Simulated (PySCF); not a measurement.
# C2H8P2SSi2: the cost of one run

Computed with PySCF 2.14.0, with density-fitted response routines of our own, on a single molecule in the gas phase. Atoms count from 0, in the outputs and in this text.

## 1. The starting structure

15 atoms, charge 0, multiplicity 1; geometry from: GFN2-xTB.

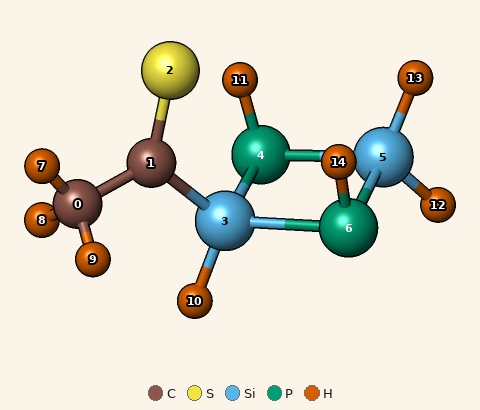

As it starts; carbon brown, sulfur yellow, silicon blue, phosphorus teal, hydrogen orange, atoms numbered.

## 2. Ultraviolet spectrum: CAM-B3LYP/def2-SVPD

What the job is given:

```
{"job": {"kind": "uv", "xc": "CAM-B3LYP", "basis": "def2-SVPD", "nstates": 8, "ntriplets": 3}, "charge": 0, "multiplicity": 1}
C      2.811181    -0.099454     0.302252
C      1.439914     0.440642     0.155029
S      1.160630     2.024424    -0.103817
Si    -0.018508    -0.762964     0.272438
P     -1.611326    -0.080325     1.732334
Si    -2.883185     0.007273    -0.141992
P     -1.314590    -0.759264    -1.588546
H      3.563100     0.671606     0.145316
H      2.926311    -0.519349     1.302384
H      2.964343    -0.913584    -0.405908
H      0.444360    -2.120038     0.577732
H     -1.239920     1.251432     1.707091
H     -3.965189    -0.969871    -0.046601
H     -3.366278     1.347272    -0.465137
H     -0.915257     0.490190    -2.025696
```

With the program's defaults for keys left out, this is: TDDFT CAM-B3LYP/def2-SVPD, vertical, gas phase, core orbitals frozen in the response.

On the command line:

```bash
> OMP_NUM_THREADS=1 python probes_run.py task.json out
```

This one command runs all jobs of the session in turn.

**Question.** How long does this job take on 1 thread of Arm Neoverse V1, shared host, and how much memory does it need?

About 63 s, with a peak of 1.1 GiB.
